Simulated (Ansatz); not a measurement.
## Computed scan of one atom of the cell: SrTiO3 (cubic perovskite)

Starting cell, SrTiO$_{3}$ (cubic perovskite):

```xyz
5
Lattice="3.9364 0.0000 0.0000 0.0000 3.9364 0.0000 0.0000 0.0000 3.9364" Properties=species:S:1:pos:R:3 pbc="T T T"
Sr     0.0000     0.0000     0.0000
Ti     1.9682     1.9682     1.9682
O      0.0000     1.9682     1.9682
O      1.9682     1.9682     0.0000
O      1.9682     0.0000     1.9682
```

Scan: atom 2 (Ti, nearest neighbour O at 1.968 Å; its periodic images, 3.9 Å or more away, move with it) is displaced along Cartesian [111], direction (0.577, 0.577, 0.577) in Cartesian axes, by s. The other atoms stay.

Method: PBE (plane waves to 420 eV, PAW, scalar-relativistic; Ansatz, a program for electronic structure). k mesh 7×7×7 (Γ-centred), Fermi-Dirac smearing 0.05 eV. The energy includes the smearing's −TS. SrTiO3 is run without spin polarisation. SrTiO3 was relaxed with its symmetry unable to fall. ΔE is measured from the undisplaced structure.

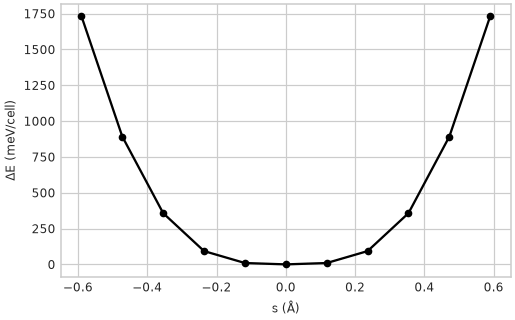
Figure: ΔE (meV/cell) against s (Å); markers are the computed points, lines only join them.

The force along the line at s = -0.590 Å is 8.38 eV/Å and the energy at s = 0.590 Å is 1733 meV/cell. Shape of the curve: a single well with its minimum at or next to zero displacement. Symmetry of the curve: even: the same for both signs.

With its periodic images moving along, the atom's site symmetry in this cell is m-3m.

(A displaced cell: forces are minus the slopes of the energy, force constants its curvatures, and phonons follow from these.)
